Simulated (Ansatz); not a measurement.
Cd$_{6}$H$_{12}$Se$_{6}$···H$_{2}$···H$_{2}$···H$_{2}$ (Cd6Se6 wurtzite hole sphere)

Input

```
crystal:
  periodic: [false, false, false]
  atoms:
    - {symbol: Se, position_ang: [-0.003380, -2.244911, -2.922860]}
    - {symbol: Cd, position_ang: [-2.377439, -1.371787, -2.024800]}
    - {symbol: Cd, position_ang: [0.002107, -2.459557, 2.370988]}
    - {symbol: Se, position_ang: [-1.889581, -1.090668, 1.046211]}
    - {symbol: Se, position_ang: [-1.946197, 1.121012, -2.922403]}
    - {symbol: Cd, position_ang: [-2.129145, 1.233249, 2.368992]}
    - {symbol: Cd, position_ang: [2.372753, -1.372015, -2.030176]}
    - {symbol: Se, position_ang: [1.891386, -1.091572, 1.041950]}
    - {symbol: Se, position_ang: [1.939590, 1.120792, -2.926842]}
    - {symbol: Cd, position_ang: [-0.002203, 2.742716, -2.030193]}
    - {symbol: Cd, position_ang: [2.135003, 1.232324, 2.364121]}
    - {symbol: Se, position_ang: [0.001647, 2.184987, 1.041831]}
    - {symbol: H, position_ang: [-0.000653, -3.919808, 0.027047]}
    - {symbol: H, position_ang: [-0.003165, -3.615959, -2.393848]}
    - {symbol: H, position_ang: [-3.826692, -2.207996, -1.765537]}
    - {symbol: H, position_ang: [-0.000493, -4.493654, 0.528441]}
    - {symbol: H, position_ang: [0.003056, -3.606337, 3.594347]}
    - {symbol: H, position_ang: [-3.078566, -1.776514, 1.576832]}
    - {symbol: H, position_ang: [-3.133337, 1.807559, -2.394214]}
    - {symbol: H, position_ang: [-3.392290, 1.956376, 0.024214]}
    - {symbol: H, position_ang: [-3.888766, 2.244389, 0.525512]}
    - {symbol: H, position_ang: [-3.122069, 1.808163, 3.591834]}
    - {symbol: H, position_ang: [3.822630, -2.208143, -1.774175]}
    - {symbol: H, position_ang: [3.081269, -1.777890, 1.569945]}
    - {symbol: H, position_ang: [3.128417, 1.806671, -2.401574]}
    - {symbol: H, position_ang: [3.393199, 1.954882, 0.016433]}
    - {symbol: H, position_ang: [-0.001812, 4.416400, -1.774191]}
    - {symbol: H, position_ang: [3.131150, 1.806599, 3.584641]}
    - {symbol: H, position_ang: [3.890990, 2.242435, 0.516693]}
    - {symbol: H, position_ang: [0.002581, 3.558256, 1.570769]}
basis:
  gaussian: {orbitals: def2-TZVP, fitting: {mean_field: def2-universal-jkfit}, initial_orbitals: start.molden}
hamiltonian: {xc: pbe0, dispersion: d4}
scf: {omitted_lower_state_checks: [starts]}
output: {orbitals: {seedname: orbitals}}
```

Run with:

```sh
ansatz run in.yaml --threads 2 --pin off --events-out ev --progress --plain --max-ram 32768MiB --backend cuda --devices 0, --max-vram 18GiB
```

Geometry: r2SCAN-D4/def2-SVP; core potentials replace the inner electrons of Cd.

Computed with RKS PBE0-D4/def2-TZVP in Ansatz 0.2.0.

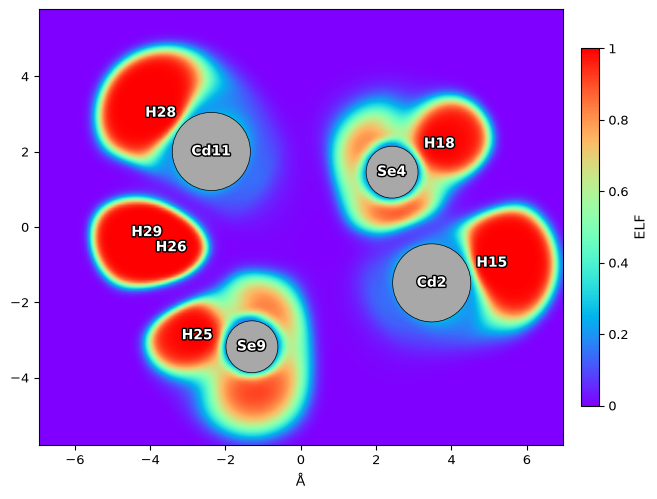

Figure 1. Electron localisation function on the plane of atoms Cd2, Se4 and H18. Grey discs cover the atomic cores.

Describe what can be read from this map.

Answer. Atoms in the plane: Cd, Se and H.
Cd11···H29 (2.74 Å): the ELF dips to about 0.05 between them.
H–H (0.76 Å): the ELF peaks at about 1 between the atoms.
Se–H (1.47 Å): the ELF climbs to about 1 towards the hydrogen, as it does in any bond to H.
Cd–H (1.69 Å): the ELF climbs to about 1 towards the hydrogen.
The ELF also peaks beside Se9, away from the bonds: lone-pair regions.

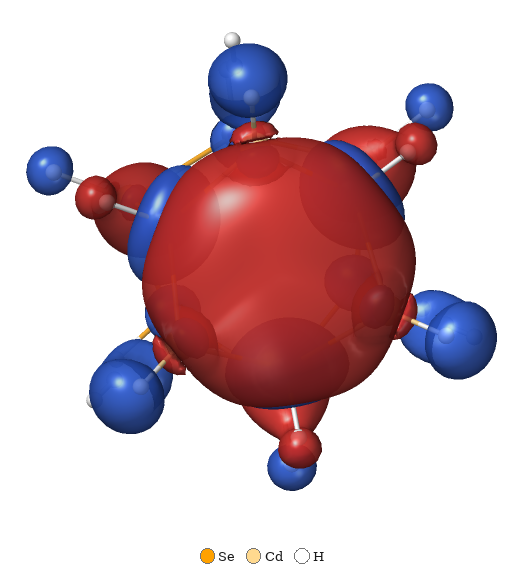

Figure 2. One frontier orbital at ±0.05 Å⁻³ᐟ² (blue and red are the two phases), seen across its widest extent.

Which orbital is it: HOMO or LUMO?

Answer. The LUMO, at −1.84 eV. By Hirshfeld shares it lies mainly on Cd3 (about 20 %), Cd6 (about 20 %), Cd11 (about 20 %), Se8 (about 5 %), Se12 (about 5 %) and Se4 (about 5 %).

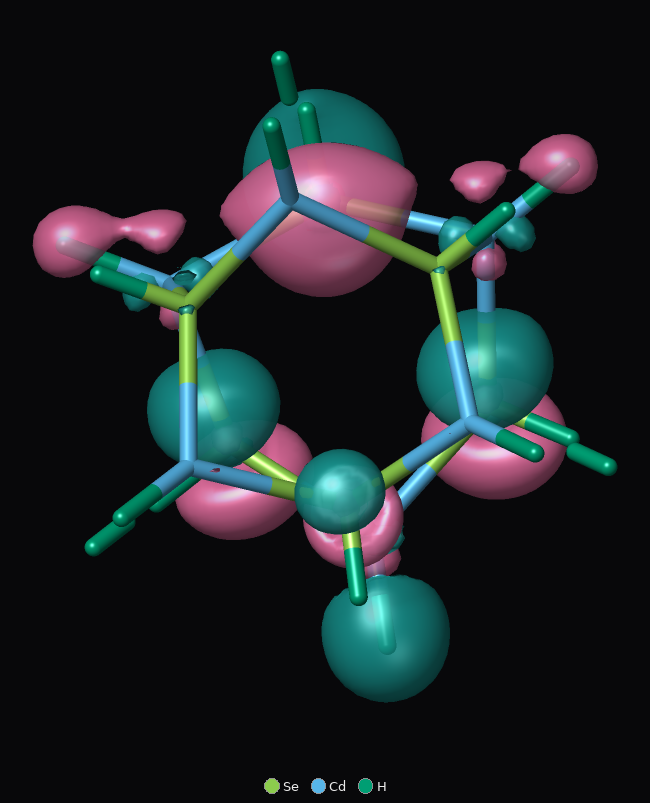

Figure 3. The HOMO at ±0.08 Å⁻³ᐟ² (teal and pink are the two phases), seen across its widest extent.

Describe this orbital and give its energy.

Answer. By Hirshfeld shares it lies mainly on Se1 (about 30 %), Se5 (about 15 %) and Se9 (about 15 %). It is one of a degenerate set, so its orientation is arbitrary. Its energy is −7.00 eV.
